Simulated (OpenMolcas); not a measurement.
**GaCNCl2 (SMILES N#[C][Ga]([Cl])[Cl]) at 6 levels**

We compute a comparison of 6 runs (TPSS/cc-pVDZ, r2SCAN/cc-pVDZ, revPBE/cc-pVDZ, B3LYP/6-31G*, MP2/cc-pVDZ, CCSD(T)/cc-pVDZ) of GaCNCl2. 

The calculation is run with OpenMolcas 26.06.

1 further run of the same task is left out (set aside as unsound or not needed).

## (1) The structure to begin with

GaCNCl2 has 5 atoms, charge 0, and is taken as a singlet. As SMILES, `N#[C][Ga]([Cl])[Cl]`. The C2–Ga3 distance was set to 2.494 Å, away from the relaxed value.

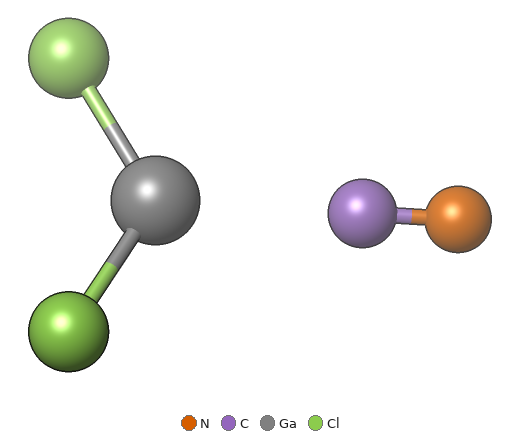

Viewed from a chosen angle; nitrogen orange, carbon purple, gallium grey, chlorine green.

## (2) A single-point energy at TPSS/cc-pVDZ (run 1)

The input, input.xyz:

```xyz
5

N      1.117458    -1.619193     2.358245
C      0.701358    -1.016093     1.469445
Ga    -0.199400     0.288700    -0.455700
Cl    -1.735500    -0.526200    -1.643200
Cl     0.581700     2.197000    -0.881800
```

The input, job.inp:

```
* CCl2GaN Kohn-Sham DFT
>>> EXPORT MOLCAS_PRINT=2
&gateway
baslib = $CurrDir
coord = input.xyz
basis = cc-pVDZ
group = NoSym
&seward
gridinput
Grid=UltraFine
End of Grid
&scf
ksdft = 2
1.0 MGGA_X_TPSS
1.0 MGGA_C_TPSS
thresholds = 1e-10 1e-07 1e-07 1e-05
prorbitals = 1 2
```

The basis set cc-pVDZ is read from a file made from the Basis Set Exchange's data (not shown).

On the command line:

```
$ export MOLCAS_MEM=1860
$ pymolcas job.inp > job.log
```

The log of the run:

```text
--- Start Module: gateway ---
[...]
--- Stop Module: gateway /rc=_RC_ALL_IS_WELL_ ---
--- Start Module: seward ---
[...]
      Basis functions           91
--- Stop Module: seward /rc=_RC_ALL_IS_WELL_ ---
[...]
--- Start Module: scf ---
[...]
       Convergence after  20 Iterations
[...]
::    Total KS-DFT energy                           -2938.1913991234
[...]
      Total spin, S                                     0.0000000000
[...]
      Total electronic charge=   78.000000
      Total            charge=   -0.000000
[...]
      Dipole Moment (debye):
      Origin of the operator (angstrom)=   -0.1821    0.2636   -0.4188
                   X= -1.4051E+00               Y=  2.0365E+00               Z= -3.0029E+00           Total=  3.8909E+00
      Quadrupole Moment (debye*angstrom):
[...]
--- Stop Module: scf /rc=_RC_ALL_IS_WELL_ ---
[...]
```

Run time: 49 s. Hardware: 1 thread of Intel Xeon Platinum 8259CL at 2.50GHz (Skylake/Cascade Lake), shared host; peak memory 0.5 GiB.

## (3) The energy at r2SCAN/cc-pVDZ (run 2)

The input, mol.xyz:

```xyz
5

N      1.117458    -1.619193     2.358245
C      0.701358    -1.016093     1.469445
Ga    -0.199400     0.288700    -0.455700
Cl    -1.735500    -0.526200    -1.643200
Cl     0.581700     2.197000    -0.881800
```

The input, mol.inp:

```
>>> EXPORT MOLCAS_PRINT=2

&GATEWAY
 BASLIB
 $CurrDir
 COORD
 mol.xyz
 BASIS
 cc-pVDZ
 GROUP
 NoSym

&SEWARD
 GRIDINPUT
 Grid=UltraFine
 End of Grid

&SCF
 KSDFT
 2
 1.0 MGGA_X_R2SCAN
 1.0 MGGA_C_R2SCAN
 THRESHOLDS
 1e-10 1e-07 1e-07 1e-05
 PRORBITALS
 1 1
```

The basis set cc-pVDZ is read from a file made from the Basis Set Exchange's data (not shown).

On the command line:

```
$ export MOLCAS_MEM=1860
$ pymolcas mol.inp > mol.log
```

The log of the run:

```text
--- Start Module: gateway ---
[...]
--- Stop Module: gateway /rc=_RC_ALL_IS_WELL_ ---
--- Start Module: seward ---
[...]
      Basis functions           91
--- Stop Module: seward /rc=_RC_ALL_IS_WELL_ ---
[...]
--- Start Module: scf ---
[...]
       Convergence after  16 Iterations
[...]
::    Total KS-DFT energy                           -2938.0179190047
[...]
      Total spin, S                                     0.0000000000
[...]
      Total electronic charge=   78.000000
      Total            charge=   -0.000000
[...]
      Dipole Moment (debye):
      Origin of the operator (angstrom)=   -0.1821    0.2636   -0.4188
                   X= -1.4305E+00               Y=  2.0733E+00               Z= -3.0572E+00           Total=  3.9612E+00
      Quadrupole Moment (debye*angstrom):
[...]
--- Stop Module: scf /rc=_RC_ALL_IS_WELL_ ---
[...]
```

Wall time 38 s (1 thread of Intel Xeon Platinum 8259CL at 2.50GHz (Skylake/Cascade Lake), shared host); peak memory 0.5 GiB.

## (4) A single-point energy at revPBE/cc-pVDZ (run 3)

The input, calc.inp:

```
&gateway
  baslib
  $CurrDir
  coord
  5
  angstrom
  N        1.117458      -1.619193       2.358245
  C        0.701358      -1.016093       1.469445
  Ga      -0.199400       0.288700      -0.455700
  Cl      -1.735500      -0.526200      -1.643200
  Cl       0.581700       2.197000      -0.881800
  basis
  cc-pVDZ
  group
  NoSym

&seward
  gridinput
  Grid=UltraFine
  End of Grid

&scf
  ksdft
  revPBE
  thresholds
  1e-10 1e-07 1e-07 1e-05
  prorbitals
  1
```

The basis set cc-pVDZ is read from a file made from the Basis Set Exchange's data (not shown).

On the command line:

```
$ export MOLCAS_MEM=1860
$ pymolcas calc.inp > calc.log
```

The log of the run:

```text
--- Start Module: gateway ---
[...]
--- Stop Module: gateway /rc=_RC_ALL_IS_WELL_ ---
--- Start Module: seward ---
[...]
      Basis functions           91
--- Stop Module: seward /rc=_RC_ALL_IS_WELL_ ---
[...]
--- Start Module: scf ---
[...]
       Convergence after  18 Iterations
[...]
::    Total KS-DFT energy                           -2937.8101915981
[...]
      Total spin, S                                     0.0000000000
[...]
      Total electronic charge=   78.000000
      Total            charge=   -0.000000
[...]
      Dipole Moment (debye):
      Origin of the operator (angstrom)=   -0.1821    0.2636   -0.4188
                   X= -1.3749E+00               Y=  1.9928E+00               Z= -2.9384E+00           Total=  3.8073E+00
      Quadrupole Moment (debye*angstrom):
[...]
--- Stop Module: scf /rc=_RC_ALL_IS_WELL_ ---
[...]
```

Run time: 32 s. Hardware: 1 thread of Intel Xeon Platinum 8259CL at 2.50GHz (Skylake/Cascade Lake), shared host; peak memory 0.5 GiB.

Runs 4 to 5 aren't shown in full; the table further down has their settings and results.

## (5) The energy at CCSD(T)/cc-pVDZ (run 6)

The input, job.inp:

```
* CCl2GaN CCSD(T)
&GATEWAY
BasLib=$CurrDir
BasisSet
N.cc-pVDZ....
N1 1.117458 -1.619193 2.358245 angstrom
End of Basis
BasisSet
C.cc-pVDZ....
C2 0.701358 -1.016093 1.469445 angstrom
End of Basis
BasisSet
Ga.cc-pVDZ....
Ga3 -0.199400 0.288700 -0.455700 angstrom
End of Basis
BasisSet
Cl.cc-pVDZ....
Cl4 -1.735500 -0.526200 -1.643200 angstrom
Cl5 0.581700 2.197000 -0.881800 angstrom
End of Basis
&SEWARD
&SCF
Thresholds=1e-10 1e-07 1e-07 1e-05
PrOrbitals=1 1
&RASSCF
FileOrb=$Project.ScfOrb
Spin=1
Nactel=0 0 0
Inactive=39
Ras2=0
OutOrbitals=Canonical
OrbListing=Few
&MOTRA
JobIph
Frozen=21
&CCSDT
CCT
Triples=2
Iterations=80
Accuracy=1e-08
Extrapolation=5 4
```

The basis set cc-pVDZ is read from a file made from the Basis Set Exchange's data (not shown).

On the command line:

```
$ export MOLCAS_MEM=1860
$ pymolcas job.inp > job.log
```

The log of the run:

```text
--- Start Module: gateway ---
[...]
--- Stop Module: gateway /rc=_RC_ALL_IS_WELL_ ---
[...]
      Basis functions           91
[...]
       Convergence after  15 Iterations
[...]
::    Total SCF energy                              -2934.6182897298
[...]
      Total spin, S                                     0.0000000000
[...]
      Number of active orbitals                  0
[...]
      Spin quantum number                      0.0
[...]
      Active orbitals                            0
[...]
      Number of CSFs                             1
[...]
      Number of root(s) required                 1
[...]
      Convergence after  4 iterations
[...]
      Natural orbitals and occupation numbers for root  1
      ************************************************************************************************************************
      *                                                    Final results                                                     *
      ************************************************************************************************************************
[...]
::    RASSCF root number  1 Total energy:  -2934.61828973
[...]
      Total electronic charge=   78.000000
      Total            charge=   -0.000000
[...]
      Dipole Moment (debye):
      Origin of the operator (angstrom)=   -0.1821    0.2636   -0.4188
                   X= -1.6942E+00               Y=  2.4556E+00               Z= -3.6207E+00           Total=  4.6914E+00
      Quadrupole Moment (debye*angstrom):
[...]
--- Start Module: motra ---
[...]
      *** WARNING: Default frozen orbitals is overwritten by user input.
      *** Default values:  26
[...]
--- Stop Module: motra /rc=_RC_ALL_IS_WELL_ ---
[...]
--- Start Module: ccsdt ---
[...]
      Convergence after                    18  Iterations
      Total energy (diff) :   -2935.26323400      -0.00000000
[...]
 METHOD                       : CCSD+T(CCSD)+<T3(1)WT1> = CCSD(T)
[...]
       CCSD     =     -2935.2632340012519
[...]
--- Stop Module: ccsdt /rc=_RC_ALL_IS_WELL_ ---
[...]
```

Run time: 1.7 min. Hardware: 1 thread of Intel Xeon Platinum 8259CL at 2.50GHz (Skylake/Cascade Lake), shared host; peak memory 0.5 GiB.

## (6) The series

```tsv
run	level	Cartesian functions	integration grid	energy (Eh)	dipole moment (D) of the reference	HOMO energy (eV)	LUMO energy (eV)	wall time
1	TPSS/cc-pVDZ	no	UltraFine	-2938.191399	3.89	-8.02	-4.20	49 s
2	r2SCAN/cc-pVDZ	no	UltraFine	-2938.017919	3.96	-8.32	-4.21	38 s
3	revPBE/cc-pVDZ	no	UltraFine	-2937.810192	3.81	-7.83	-4.19	32 s
4	B3LYP/6-31G* (Cartesian functions)	yes	UltraFine	-2937.924308	4.10	-9.08	-3.88	30 s
5	MP2/cc-pVDZ	no	–	-2935.232029	4.69	-12.39	0.01	12 s
6	CCSD(T)/cc-pVDZ	no	–	-2935.286558	4.69	-12.39	0.01	1.7 min
```

## (7) Summary of results

```
                                           quantity           value
                                run 6: total energy  -2935.28656 Eh
          run 6: dipole moment (mean-field density)          4.69 D
         run 6: HOMO energy (Hartree–Fock orbitals)       -12.39 eV
         run 6: LUMO energy (Hartree–Fock orbitals)         0.01 eV
       run 6: HOMO–LUMO gap (Hartree–Fock orbitals)        12.40 eV
run 6: correlation energy (21 core orbitals frozen)      -668.3 mEh
                              run 6: (T) correction      -23.32 mEh
```

Over runs 1, 2, 3, 4 the dipole moment (its size) runs from 3.81 D (revPBE/cc-pVDZ) to 4.10 D (B3LYP/6-31G*). The two ends differ in method and basis. Over runs 1, 2, 3, 4 the HOMO–LUMO gap runs from 3.64 eV (revPBE/cc-pVDZ) to 5.21 eV (B3LYP/6-31G*). Totals of different functionals can't be ranked against each other. All runs together took 4.4 min, the longest 1.7 min.
